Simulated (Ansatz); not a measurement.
# Amorphous Zr20O37N2

A CHGNet melt-quench gave the starting glass, which DFT then relaxed. O and N atoms were pushed apart under 1.9 Å during the dynamics, to hinder bonds among them. The hot cell started wider than the set density and was brought back towards it in steps. It is the lowest in DFT energy of 2 quenches. It is a model cell: composition and starting density were chosen by hand, and all elements were melted together. No dispersion term was used. Cycles of charging and discharging annealed it further.

Methods: PBE, scalar-relativistic without spin-orbit coupling (Ansatz, a quantum-chemistry and plane-wave program); r2SCAN, scalar-relativistic without spin-orbit coupling (Ansatz); HSE06, scalar-relativistic without spin-orbit coupling (Ansatz). Geometry, pressure, stress and energy are those of the PBE run. Its sampling: a 2×2×2 Γ-centred mesh; Fermi-Dirac width 0.02 eV; no spin polarisation. Other functionals are single points at the zone centre (r2SCAN at 500 eV; exact exchange cut at the cell's faces), free to take moments where seeds were set.

| Quantity | Value |
|---|---|
| Number of atoms in the cell | 59 |
| Density (volume relaxed, without dispersion) | 5.63 g/cm³ |
| Volume per atom | 12.22 Å³ |
| Pressure on a 2×2×2 Γ-centred mesh | -0.87 GPa |
| Largest force and stress component on that mesh (the relaxation ran on the zone centre alone) | 0.13 eV/Å and 2.4 GPa |
| Gap on a 2×2×2 Γ-centred mesh (PBE) | 2.97 eV |
| Gap at the zone centre (PBE) | 3.00 eV |
| Gap at the zone centre (r2SCAN) | 3.41 eV |
| Gap at the zone centre (HSE06) | 4.40 eV |

Bonds are counted up to Zr-Zr 3.41 Å, Zr-O 2.80 Å, Zr-N 2.71 Å, O-O 1.58 Å, O-N 1.64 Å, N-N 1.70 Å. Two cations that share two anions don't count as bonded, nor two that share one unless they lie closer than Zr-Zr 3.32 Å.

```json
{
 "Mean coordination of Zr by anions": "6.85 (5 with 6, 13 with 7, 2 with 8)",
 "Mean coordination of O": "3.51 (1 with 2, 16 with 3, 20 with 4)",
 "Mean coordination of N": "3.50 (1 with 3, 1 with 4)",
 "Mean Zr-O bond": "2.207 Å (spread 0.156 Å, 130 counted)",
 "Mean Zr-N bond": "2.181 Å (spread 0.116 Å, 7 counted)"
}
```

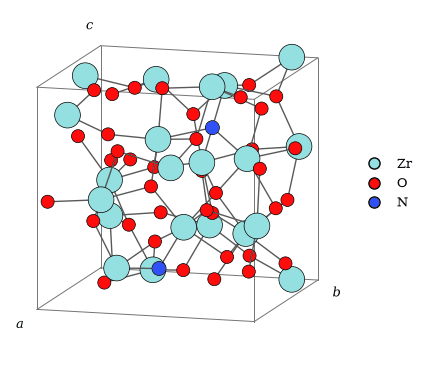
*The relaxed cell*

Its density started from a set value of 5.37 g/cm³. The simulated quench (nominally 450 K/ps over its main leg) is rapid and tends to freeze in more defects than a deposited or slowly cooled glass has. A cell of this size samples the disorder only roughly. The volume was free in the relaxation, at fixed shape. Stress components on the final sampling reach 2.4 GPa. On a 2×2×2 Γ-centred mesh force components of up to 0.13 eV/Å stay, since the relaxation ran on the zone centre alone. Cycles of charging lowered its energy after that relaxation.
